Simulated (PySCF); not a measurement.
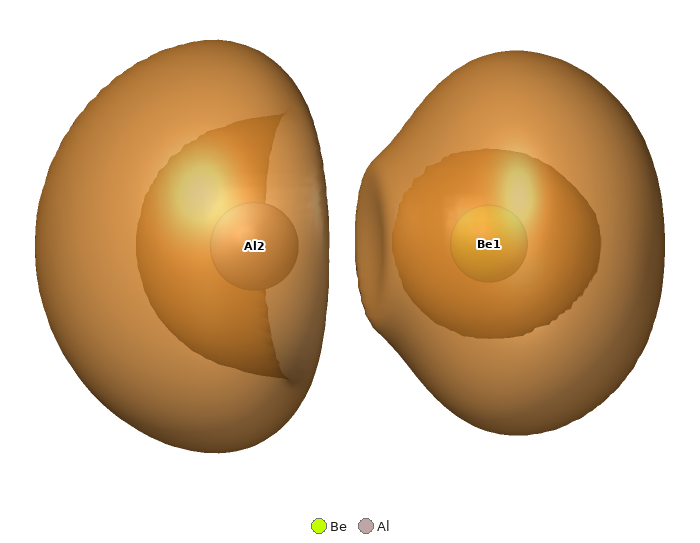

Figure. BeAl (charge −1, triplet). Isosurface of the electron localisation function at 0.8 (orange), seen from one side. Core shells and regions of very low density are left out.

⟨S²⟩ = 2.06, above the pure value of 2.00.

The calculation used PySCF 2.14.0, PBE0/aug-pcseg-1, non-relativistic, at a bond length of 2.315 Å.

Q: Identify the bonds, lone pairs and shells in this picture.

A: The surface consists of one region wrapped around Al (its valence shell) and one region wrapped around Be (its valence shell). Profiles from the grid: Be–Al (2.31 Å): the ELF is about 0.75 at the midpoint.
